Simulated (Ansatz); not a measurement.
## BSiH7O: frequency calculation

- system: BSiH7O
- method: RKS B3LYP/def2-SVP (Ansatz 0.2.0)

It belongs to a series of runs on one base structure; here: vibrations at the highest image of the band. Figures and captions count atoms from 1; the log counts them from 0 in places.

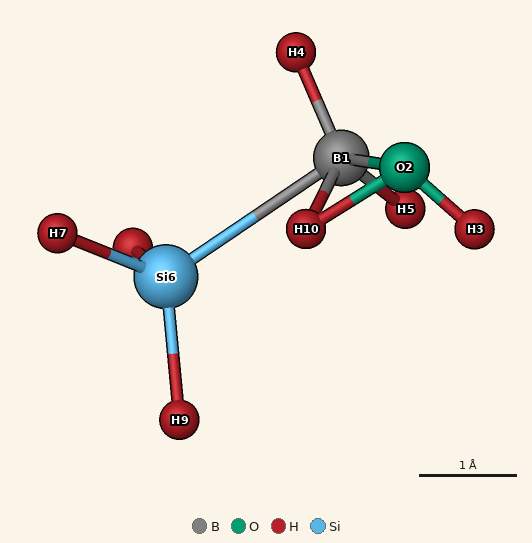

Fig. 1: The input geometry (ball-and-stick view, seen at a tilt; atoms are numbered from 1 in the order of the input). Bond lengths as drawn: B–H 1.21 to 1.41 Å, B–O 1.59 Å, B–Si 2.20 Å, H–O 0.97 to 1.24 Å and H–Si 1.49 to 1.50 Å.

**The input**
```yaml
crystal:
  periodic: [false, false, false]
  atoms:
    - { symbol: B, position_ang: [0.161491, 0.223047, 0.319802] }
    - { symbol: O, position_ang: [-0.184344, -0.556729, 1.66369] }
    - { symbol: H, position_ang: [-1.110381, -0.837656, 1.627445] }
    - { symbol: H, position_ang: [1.327546, 0.10284, 0.039045] }
    - { symbol: H, position_ang: [-0.681059, 0.097027, -0.537834] }
    - { symbol: Si, position_ang: [0.065712, 2.370321, 0.765622] }
    - { symbol: H, position_ang: [1.084173, 2.919991, 1.7104] }
    - { symbol: H, position_ang: [0.420057, 2.781116, -0.623584] }
    - { symbol: H, position_ang: [-1.260653, 2.971909, 1.112364] }
    - { symbol: H, position_ang: [-0.210241, 0.682833, 1.595747] }
basis:
  gaussian: { orbitals: def2-SVP }
hamiltonian:
  xc: b3lyp
phonons: {}
```

Machine: 2 threads of Arm Neoverse V2, 24 GiB of memory available, shared host.

Launched with:
```bash
ansatz run input.yaml --threads 2 --pin off --max-ram 3072MiB --backend cpu --events-out ev --progress --plain --runs-dir out
```

**Log**
```
Engine: ansatz 0.2.0, aarch64-unknown-linux-gnu
Functional definition: B3LYP
  parameter a0 = 0.2
  parameter ax = 0.72
  parameter ac = 0.81
  exchange = (1 - a0 - ax)*slater_x + ax*b88_x + a0*exact_x
  correlation = (1 - ac)*vwn_rpa_c + ac*lyp_c
864 factors; integrals over basis functions are off by at most 3.7e-4 eV
mean field evaluation 1: about -10705.8608 eV, gradient 4.1e1 eV
mean field evaluation 2: about -10700.7744 eV, gradient 6.7e1 eV
mean field evaluation 4: about -10709.4018 eV, gradient 2.2e0 eV
mean field evaluation 8: about -10709.4347 eV, gradient 9.9e-2 eV
mean field evaluation 16: about -10709.4347 eV, gradient 3.7e-5 eV
mean field -10709.43468518 eV, -393.5644655648 hartree, gradient 3.7e-5 eV, S^2 0.000000; 0 other end points of the search recorded, 0 dependent functions left out
the calculation of the forces begins
reference -10709.43492922 eV, -393.5644745331 hartree; 17, 17 occupied and 64, 64 virtual orbitals, 864 factors
these checks for a lower state are left out or cut short: stability, starts, cluster_reference, orbital_swaps, neighbouring_geometries, increment
864 factors; integrals over basis functions are off by at most 3.7e-4 eV
mean field -10709.43457050 eV, -393.5644613502 hartree, gradient 1.2e-6 eV, S^2 0.000000; 0 other end points of the search recorded, 0 dependent functions left out
[... from here on the field's lines of each further geometry are left out, up to the last ...]
the calculation of the forces begins
reference -10709.43491076 eV, -393.5644738548 hartree; 17, 17 occupied and 64, 64 virtual orbitals, 864 factors
these checks for a lower state are left out or cut short: stability, starts, cluster_reference, orbital_swaps, neighbouring_geometries, increment
864 factors; integrals over basis functions are off by at most 3.6e-4 eV
mean field evaluation 352: about -10709.4347 eV, gradient 5.0e-5 eV
mean field -10709.43466523 eV, -393.5644648316 hartree, gradient 1.9e-6 eV, S^2 0.000000; 0 other end points of the search recorded, 0 dependent functions left out
the calculation of the forces begins
reference -10709.43490928 eV, -393.5644738002 hartree; 17, 17 occupied and 64, 64 virtual orbitals, 864 factors
WARN: phonons: modes at or below zero, which the zero-point energy, F, S and C_V leave out: 1, the lowest at -1388.93 cm⁻¹. A minimum has none, and a first-order saddle one
Total energy: -10709.43492922 eV, -393.5644745331 hartree
Atom 0 at     0.161491     0.223047     0.319802 Å, force     0.005479     0.000511    -0.003955 eV/Å
Atom 1 at    -0.184344    -0.556729     1.663690 Å, force    -0.006249     0.002812     0.004068 eV/Å
Atom 2 at    -1.110381    -0.837656     1.627445 Å, force     0.001570    -0.004972    -0.000320 eV/Å
Atom 3 at     1.327546     0.102840     0.039045 Å, force    -0.002547    -0.000342    -0.001721 eV/Å
Atom 4 at    -0.681059     0.097027    -0.537834 Å, force    -0.001081     0.001277     0.001506 eV/Å
Atom 5 at     0.065712     2.370321     0.765622 Å, force    -0.000317     0.001552     0.000266 eV/Å
Atom 6 at     1.084173     2.919991     1.710400 Å, force    -0.000274     0.000383     0.000671 eV/Å
Atom 7 at     0.420057     2.781116    -0.623584 Å, force     0.000607    -0.000387     0.000180 eV/Å
Atom 8 at    -1.260653     2.971909     1.112364 Å, force     0.000285    -0.001368    -0.000979 eV/Å
Atom 9 at    -0.210241     0.682833     1.595747 Å, force     0.002527     0.000533     0.000283 eV/Å
Dipole moment:    -0.369358    -0.084683     0.185284 e Å
Vibrations: -1388.93 142.36 287.27 345.21 418.23 497.01 523.98 719.91 754.27 845.29 892.88 934.40 953.69 1041.88 1098.92 1148.61 1227.20 1980.12 2195.17 2212.90 2224.79 2541.56 2643.21 3806.17 cm⁻¹, zero-point energy 1.824740 eV
```

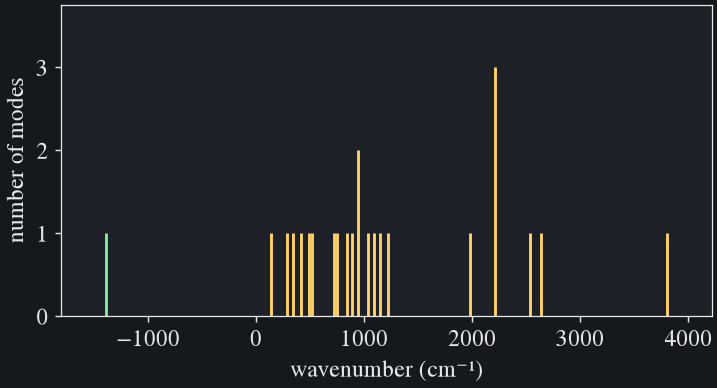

Fig. 2: Harmonic vibrational wavenumbers from the force constants; neighbouring modes closer than 24 cm⁻¹ are counted in one stick, and imaginary ones are drawn at negative wavenumbers. 24 modes from 1389i to 3806 cm⁻¹, 1 imaginary beyond 8i (1389i cm⁻¹): a first-order saddle point, if the geometry is stationary.

**Summary**

```json
{"quantity": "outcome", "value": "converged"}
{"quantity": "total energy", "value": "−10709.4349 eV"}
{"quantity": "mean-field energy", "value": "−10709.4349 eV"}
{"quantity": "largest force (length of the vector)", "value": "0.008 eV/Å"}
{"quantity": "wall time", "value": "47 s (CPU time 90 s)"}
{"quantity": "peak memory", "value": "0.14 GiB"}
```
